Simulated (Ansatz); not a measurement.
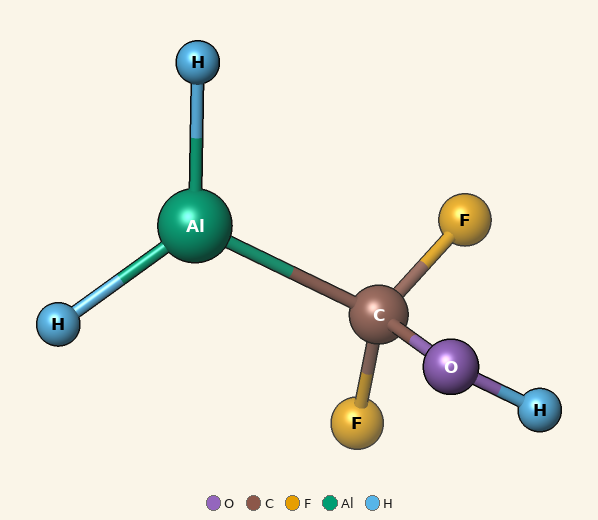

Distant atoms are faded towards the background colour. The computed structure is the end point of a PBE0-D4/def2-TZVP optimisation.

List the symmetry elements and name the point group.

It has 1 mirror plane, so the point group is Cs. The group has 2 operations. The geometry is achiral, and symmetry allows a dipole moment.
